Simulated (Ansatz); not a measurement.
# Calculations on CH5NaSi2

Part 1: Relaxation

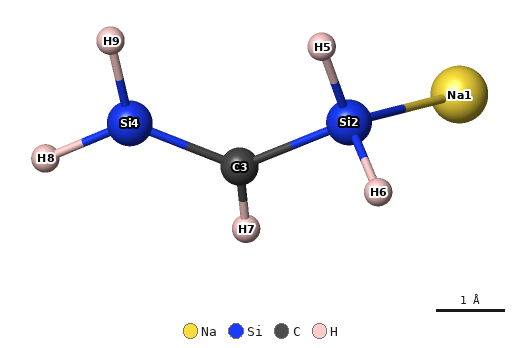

This is the input geometry for a relaxation of CH5NaSi2. The picture is a ball-and-stick view, seen from a free direction.

The run prepares an end point of a later path (torsion) calculation, from a guessed geometry.

Computed with RKS BHLYP-D4/def2-SVP in Ansatz.

Input file:
```yaml
crystal:
  periodic: [false, false, false]
  atoms:
    - { symbol: Na, position_ang: [-1.45113, 1.24331, -2.99728] }
    - { symbol: Si, position_ang: [0.00791, 1.30816, -0.67427] }
    - { symbol: C, position_ang: [0.33121, -0.50189, -0.26115] }
    - { symbol: Si, position_ang: [-0.03742, -1.34813, 1.23063] }
    - { symbol: H, position_ang: [-0.5405, 1.89755, 0.57772] }
    - { symbol: H, position_ang: [1.35574, 1.95078, -0.72539] }
    - { symbol: H, position_ang: [0.86893, -1.05549, -1.02796] }
    - { symbol: H, position_ang: [0.2156, -2.76052, 1.52964] }
    - { symbol: H, position_ang: [-0.75034, -0.73378, 2.34806] }
basis:
  gaussian: { orbitals: def2-SVP }
hamiltonian:
  xc: { name: BHLYP }
  dispersion: d4
relax:
  f_tol: 0.015
  max_steps: 40
```

Run as
```bash
ansatz run input.yaml --threads 2 --pin off --max-ram 3072MiB --backend cpu --events-out ev --progress --plain --runs-dir out
```

Where does the relaxation end?

The atom that moves furthest after the best rigid fit is H7 (0.19 Å). Largest moves by element: H 0.19 Å, Na 0.19 Å, C 0.13 Å, Si 0.07 Å. Among the contacts that change: C3–Si4 1.754 → 1.704 Å, Na1–Si2 2.744 → 2.778 Å, Si4–H9 1.461 → 1.473 Å, Si2–H5 1.488 → 1.501 Å. Bond angles that change, for instance: Na1–Si2–H5 121.7° → 113.4°, Na1–Si2–C3 104.7° → 110.9°, H8–Si4–H9 109.5° → 113.1°. The energy falls by 8.84 kJ/mol in 8 geometry steps. The largest force component goes from 1.4 to 0.008 eV/Å. Cost: 22 s on 2 threads of Intel(R) Xeon(R) 6975P-C (Granite Rapids), with other jobs on the host, peak memory 0.19 GiB.

Step by step:

```json
{"step": "0", "E − E(0), kJ/mol": "0.00", "largest force component, eV/Å": "1.3709"}
{"step": "1", "E − E(0), kJ/mol": "-6.84", "largest force component, eV/Å": "0.5943"}
{"step": "2", "E − E(0), kJ/mol": "-7.85", "largest force component, eV/Å": "0.2740"}
{"step": "3", "E − E(0), kJ/mol": "-8.57", "largest force component, eV/Å": "0.1432"}
{"step": "4", "E − E(0), kJ/mol": "-8.74", "largest force component, eV/Å": "0.0594"}
{"step": "5", "E − E(0), kJ/mol": "-8.80", "largest force component, eV/Å": "0.0223"}
{"step": "6", "E − E(0), kJ/mol": "-8.82", "largest force component, eV/Å": "0.0094"}
{"step": "7", "E − E(0), kJ/mol": "-8.84", "largest force component, eV/Å": "0.0103"}
{"step": "8", "E − E(0), kJ/mol": "-8.84", "largest force component, eV/Å": "0.0080"}
```

Final geometry:

```xyz
9

Na   -1.5978    1.3265   -2.9111
Si    0.0540    1.2502   -0.6782
C     0.4425   -0.5186   -0.1945
Si   -0.0524   -1.3305    1.2197
H    -0.5656    1.8662    0.5420
H     1.3653    1.9680   -0.8143
H     1.0123   -1.1105   -0.9113
H     0.1801   -2.7688    1.4632
H    -0.8384   -0.6826    2.2844
```

The end point in the same view:

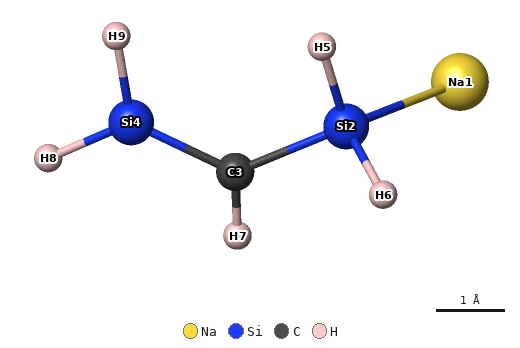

Part 2: Relaxation

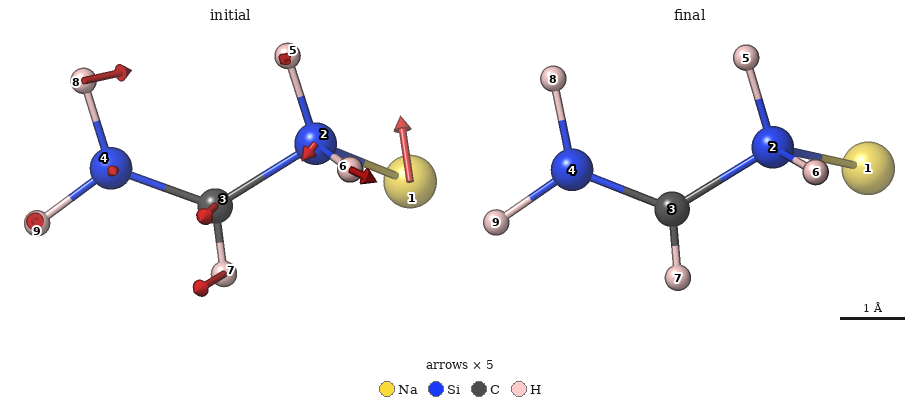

The structure of CH₅NaSi₂ before (left) and after (right) a relaxation, at one scale. The red arrows give the displacements, 5 times their true length.

Style: ball-and-stick. Shown at a tilt.

The run prepares an end point of a later path (torsion) calculation, from a guessed geometry.

Level of theory: RKS BHLYP-D4/def2-SVP (Ansatz). Set-up: no spin polarisation; force threshold 0.015 eV/Å; at most 40 steps.

> What changed between the two?

Over 8 accepted moves (9 points after the start) the energy falls by 10.5 kJ/mol. Largest force component: 1.5 eV/Å at the start, 0.014 eV/Å at the end. The line search rejected the trial step at point 7 of the run. Na1 moves most after the best rigid fit: 0.22 Å. By element the largest moves are Na 0.22 Å, H 0.21 Å, C 0.15 Å, Si 0.08 Å. Near-neighbour distances that change, for instance: C3–Si4 1.754 → 1.704 Å, Na1–Si2 2.744 → 2.780 Å, Si4–H9 1.461 → 1.477 Å, Si2–H5 1.488 → 1.501 Å. Bond angles that change, for instance: Na1–Si2–H5 121.7° → 113.5°, Na1–Si2–C3 104.7° → 110.9°, C3–Si4–H8 127.0° → 122.9°. The run took 24 s on 2 threads of Intel(R) Xeon(R) 6975P-C (Granite Rapids), with other jobs on the host, peak memory 0.19 GiB.

Part 3: Path

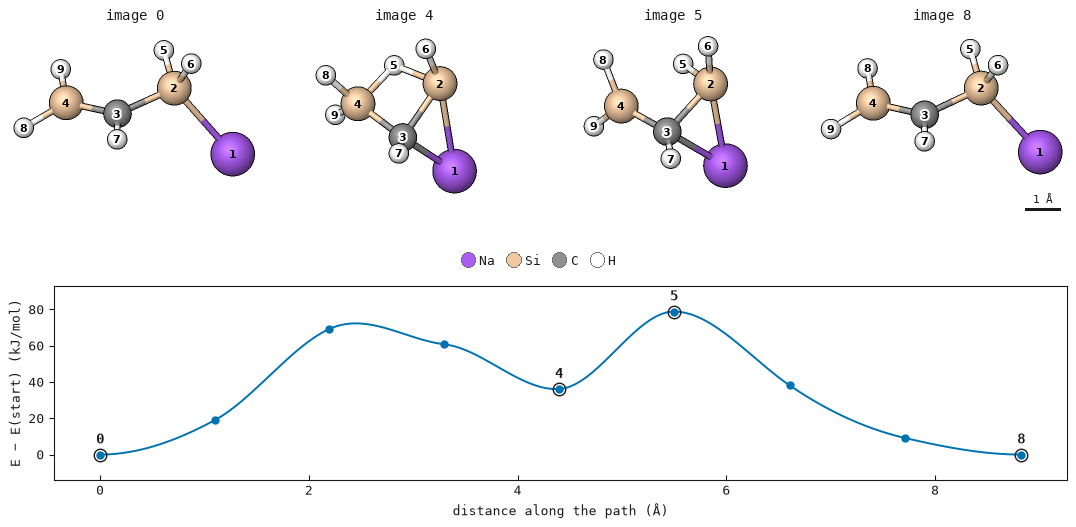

A nudged-elastic-band calculation for CH5NaSi2. Images are numbered from 0 (start) to 8 (end). Style: ball-and-stick. Shown at a tilt.

The calculation used RKS BHLYP-D4/def2-SVP in Ansatz. Run with 7 movable images; climbing image; force threshold 0.05 eV/Å; iteration limit 60; starting path through a guess of the saddle point.

**What happens along the path, and what is the barrier?**

The path has more than one stage, and so few images may leave a stage unresolved. No bond forms or breaks between the ends. Among the angles between lasting bonds that change up to the highest image: Na1–Si2–C3 110.9° → 62.2°, Na1–Si2–H6 115.7° → 162.5°. The two ends have the same energy, and the highest point, image 5, lies 78.9 kJ/mol above the start. The profile has 2 maxima (images 2, 5) with a dip at image 4 (+36.1 kJ/mol), so the process runs in steps. The band converged in 22 iterations. The largest component of the band force went from 21 to 0.028 eV/Å. The climbing image converged on the top of the path. Its vibrational analysis gives one imaginary mode (410i cm⁻¹), as a transition state must have.

The run took 5 min on 2 threads of Intel(R) Xeon(R) 6975P-C (Granite Rapids), on a shared host, peak memory 0.21 GiB.
